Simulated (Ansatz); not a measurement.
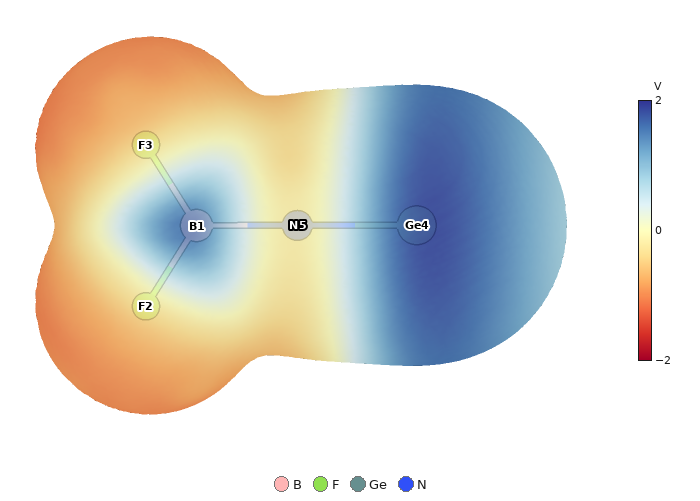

Figure 1: BF2GeN (SMILES FB(F)[N+]#[Ge-]). The electrostatic potential painted on the density surface at 0.002 e/bohr³, seen across its widest extent; red is negative and blue positive.

Geometry: B3LYP-D3(BJ)/def2-SVP.

Method: isolated molecule in a Gaussian basis; Kohn-Sham density functional theory, functional PBE0 in Ansatz 0.2.0.

```csv
atom,x (Å),y (Å),z (Å)
B,-0.9496,-2.2140,-0.8594
F,-0.4873,-3.3614,-1.3523
F,-2.0922,-2.2903,-0.1799
Ge,0.5333,0.4527,-1.2658
N,-0.2709,-0.9935,-1.0454
```

**Where is the surface potential most negative and most positive?**

The most negative region (about −1.1 V) lies over F2 and F3, the most positive (about +1.9 V) over Ge4.

**What dipole moment does the calculation give?**

Its dipole moment is 3.97 D.
